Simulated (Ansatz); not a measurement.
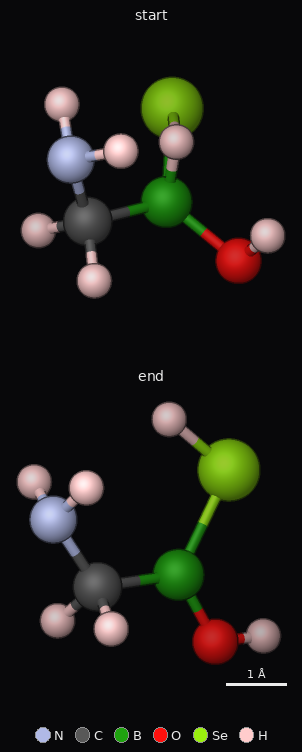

The structure of CH$_{6}$BNOSe before (top) and after (bottom) a relaxation, at one scale.

A ball-and-stick model, seen at a tilt.

The run prepares an end point of a later path (hydrogen shift) calculation, from a guessed geometry.

Level of theory: RHF/def2-SVP in Ansatz.

Input file:
```yaml
crystal:
  periodic: [false, false, false]
  atoms:
    - { symbol: "N", position_ang: [-1.3173, 0.477, 0.7618] }
    - { symbol: C, position_ang: [-0.0377, 0.0153, 1.0785] }
    - { symbol: B, position_ang: [0.7634, -0.3696, -0.2455] }
    - { symbol: O, position_ang: [2.1114, 0.342, -0.5497] }
    - { symbol: Se, position_ang: [0.1607, -1.8616, -1.4528] }
    - { symbol: H, position_ang: [-1.9013, -0.2063, 0.2442] }
    - { symbol: H, position_ang: [-1.2471, 1.3473, 0.1141] }
    - { symbol: H, position_ang: [-0.0886, -0.8615, 1.721] }
    - { symbol: H, position_ang: [0.5247, 0.8146, 1.6856] }
    - { symbol: H, position_ang: [1.7587, 1.0924, -1.0925] }
    - { symbol: H, position_ang: [-0.12565, -0.0284, -0.92526] }
basis:
  gaussian: { orbitals: def2-SVP }
hamiltonian:
  xc: hf
relax:
  f_tol: 0.02
  max_steps: 50
```

Run as
```bash
ansatz run input.yaml --threads 2 --pin off --max-ram 3072MiB --backend cpu --events-out ev --progress --plain --runs-dir out
```

Question: What changed between the two?

Answer: The energy falls by 454.2 kJ/mol in 19 accepted moves (20 points after the start). The largest force component goes from 6.7 to 0.019 eV/Å. The line search rejected the trial step at point 14 of the run. The forces were under the threshold at step 17, but the run went on from there. The atom that moves furthest after the best rigid fit is H10 (1.61 Å). By element the largest moves are H 1.61 Å, Se 1.47 Å, O 0.56 Å, B 0.39 Å, N 0.31 Å, C 0.30 Å. Among the contacts that change: B3–H11 1.170 → 2.611 Å, Se5–H11 1.929 → 1.451 Å, B3–O4 1.554 → 1.347 Å, N1–H7 1.087 → 1.004 Å. Bonds break, among them: B3–H11 (1.17 → 2.61 Å). Bond angles that change, for instance: B3–Se5–H11 34.5° → 97.6°, B3–O4–H10 98.3° → 117.9°, N1–C2–B3 110.6° → 121.9°. Groups turn about B3–O4 by about 90°, B3–Se5 by about 75°, C2–B3 by about 60°. Cost: 39 s on 2 threads of Intel(R) Xeon(R) Platinum 8488C (Sapphire Rapids), with other jobs on the host, peak memory 0.3 GiB.

Limits of the set-up: Hartree-Fock leaves out electron correlation.
